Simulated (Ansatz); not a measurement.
# CH5Si (SMILES [CH2][SiH3]) at UCCSD/STO-3G

Aim: the electronic atomisation energy of CH5Si at UCCSD/STO-3G, from 4 runs. 

The results are computed with Ansatz 0.2.0.

56 further runs of the same task are left out: 1 that didn't finish, 55 set aside as unsound or not needed.

## 1. The system as given

CH5Si: 7 atoms, total charge 0, spin state doublet. As SMILES, `[CH2][SiH3]`. Geometry: relaxed at PBE0-D4/def2-TZVP.

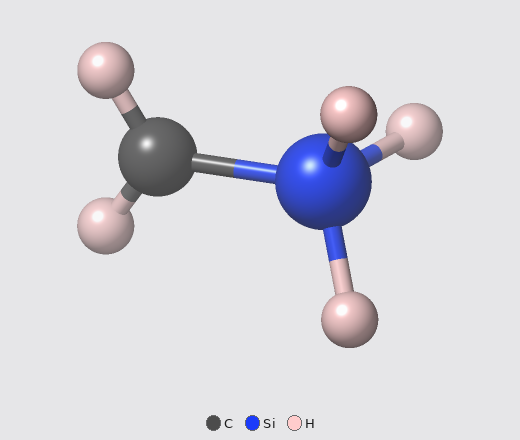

The structure, seen from a chosen angle (carbon dark grey, silicon blue, hydrogen pink).

## 2. A single-point energy at UCCSD/STO-3G

The input, job.yaml:

```yaml
crystal:
  periodic: [false, false, false]
  atoms:
    - symbol: C
      position_ang: [-0.172600, -1.103000, 0.047400]
    - symbol: Si
      position_ang: [0.132300, 0.709800, -0.029000]
    - symbol: H
      position_ang: [-1.139000, -1.522200, 0.308500]
    - symbol: H
      position_ang: [0.588300, -1.834800, -0.203800]
    - symbol: H
      position_ang: [-0.191200, 1.256600, -1.379100]
    - symbol: H
      position_ang: [-0.719700, 1.420100, 0.961800]
    - symbol: H
      position_ang: [1.563100, 1.005600, 0.248500]
basis:
  gaussian: {orbitals: STO-3G}
accuracy: high
scf: {omitted_lower_state_checks: [cluster_reference, increment]}
magnetization: {spin_polarized: true, initial_magnetization: 1}
correlation: {method: ccsd, frozen_orbitals: {C: 1, H: 0, Si: 5}}
```

On the command line:

```
$ ansatz run job.yaml --threads 1 --pin off --max-ram 2610MiB --events-out events.jsonl --progress --plain --runs-dir runs
```

Log:

```text
Warning: RAYON_NUM_THREADS=1 ignored (pool sized by the plan → 1); use --threads N
Functional definition: HF
  name "HF"
  exchange = exact_x
  correlation = 0
these checks for a lower state are left out or cut short: cluster_reference, increment
337 factors; integrals over basis functions are off by at most 1.1e-8 eV
mean field evaluation 1: about -8866.5300 eV, gradient 7.5e0 eV
mean field evaluation 2: about -8866.5500 eV, gradient 7.4e0 eV
mean field evaluation 4: about -8867.1350 eV, gradient 7.8e-1 eV
mean field evaluation 8: about -8867.1462 eV, gradient 1.0e-2 eV
mean field -8867.14618663 eV, -325.8616119909 hartree, gradient 1.5e-8 eV, S^2 0.767300; 0 other end points of the search recorded, 0 dependent functions left out
6 core orbitals not correlated: weight in the atoms' cores, before any rotation towards them, 1.000 or more for the frozen orbitals, at most 0.000 for the correlated occupied ones
reference -8867.14618663 eV, -325.8616119909 hartree; 7, 6 occupied and 6, 7 virtual orbitals, 337 factors
second order -2.10381246 eV of doubles, -0.00000000 eV of singles
cycle   1  -2.72035968 eV  change   -6.2e-1 eV  update   6.3e-2
cycle   2  -3.06021203 eV  change   -3.4e-1 eV  update   2.6e-2
cycle   3  -3.08065113 eV  change   -2.0e-2 eV  update   7.0e-3
cycle   4  -3.08733970 eV  change   -6.7e-3 eV  update   2.5e-3
cycle   5  -3.08762443 eV  change   -2.8e-4 eV  update   6.0e-4
cycle   6  -3.08750935 eV  change    1.2e-4 eV  update   2.6e-4
cycle   7  -3.08759205 eV  change   -8.3e-5 eV  update   9.6e-5
cycle   8  -3.08759280 eV  change   -7.5e-7 eV  update   4.4e-5
cycle   9  -3.08756838 eV  change    2.4e-5 eV  update   1.5e-5
cycle  10  -3.08757235 eV  change   -4.0e-6 eV  update   3.4e-6
cycle  11  -3.08757359 eV  change   -1.2e-6 eV  update   1.4e-6
cycle  12  -3.08757287 eV  change    7.2e-7 eV  update   4.8e-7
cycle  13  -3.08757243 eV  change    4.4e-7 eV  update   1.6e-7
cycle  14  -3.08757248 eV  change   -5.0e-8 eV  update   4.9e-8
cycle  15  -3.08757252 eV  change   -4.1e-8 eV  update   2.1e-8
cycle  16  -3.08757224 eV  change    2.8e-7 eV  update   5.5e-8
cycle  17  -3.08757214 eV  change    9.4e-8 eV  update   1.8e-8
cycle  18  -3.08757214 eV  change    7.3e-9 eV  update   4.4e-9
cycle  19  -3.08757214 eV  change   -2.7e-9 eV  update   1.6e-9
cycle  20  -3.08757214 eV  change   -2.0e-9 eV  update  6.6e-10
cycle  21  -3.08757214 eV  change  -7.8e-10 eV  update  2.4e-10
Total energy: -8870.23375877 eV, -325.9750781743 hartree
Checks for a lower state left out: cluster_reference, increment
```

Run time: 0.22 s. Hardware: 1 thread of Arm Neoverse V1, shared host.

## 3. The C atom at the same level

The input, job.yaml:

```yaml
crystal:
  periodic: [false, false, false]
  atoms:
    - {symbol: C, position_ang: [0.000000, 0.000000, 0.000000]}
basis:
  gaussian:
    orbitals: STO-3G
magnetization:
  spin_polarized: true
  initial_magnetization: 2
correlation:
  method: ccsd
  frozen_orbitals: {C: 1}
accuracy: high
scf:
  omitted_lower_state_checks: [cluster_reference, increment]
```

Run the same way, it converges to -37.21862 Eh (log not shown).

## 4. The H atom: a single-point energy at UHF/STO-3G

The input, input.yaml:

```yaml
basis:
  gaussian: {orbitals: STO-3G}
crystal:
  periodic: [false, false, false]
  atoms:
    - {symbol: H, position_ang: [0.000000, 0.000000, 0.000000]}
total_charge: 0
magnetization: {spin_polarized: true, initial_magnetization: 1}
hamiltonian: {xc: hf}
accuracy: high
```

Run the same way, it converges to -0.46658 Eh (log not shown).

## 5. The Si atom at the same level

The input, molecule.yaml:

```yaml
crystal:
  periodic: [false, false, false]
  atoms:
    - symbol: Si
      position_ang: [0.000000, 0.000000, 0.000000]
basis:
  gaussian: {orbitals: STO-3G}
magnetization: {spin_polarized: true, initial_magnetization: 2}
correlation: {method: ccsd, frozen_orbitals: {Si: 5}}
accuracy: high
scf: {omitted_lower_state_checks: [cluster_reference, increment]}
```

Run the same way, it converges to -285.47963 Eh (log not shown).

## 6. Summary of results

At UCCSD/STO-3G, 6 core orbitals frozen:

| quantity | value |
| --- | --- |
| molecule: total energy | -325.97508 Eh |
| molecule: correlation energy (6 core orbitals frozen) | -113.5 mEh |
| molecule: ⟨S²⟩ of the reference determinant | 0.767 |
| molecule: T1 diagnostic | 0.006 |
| C atom: total energy | -37.21862 Eh |
| C atom: correlation energy (1 core orbital frozen) | -20.2 mEh |
| C atom: ⟨S²⟩ of the reference determinant | 2.000 |
| C atom: T1 diagnostic | 0.000 |
| H atom: total energy | -0.46658 Eh |
| H atom: ⟨S²⟩ | 0.750 |
| Si atom: total energy | -285.47963 Eh |
| Si atom: correlation energy (5 core orbitals frozen) | -13.4 mEh |
| Si atom: ⟨S²⟩ of the reference determinant | 2.000 |
| Si atom: T1 diagnostic | 0.000 |
| electronic atomisation energy | 25.685 eV |

In words: Taking the molecule apart into free atoms costs 25.69 eV (2478 kJ/mol), before zero-point energy and without spin-orbit coupling. In a minimal basis such a difference can be off by several eV, whatever the method.
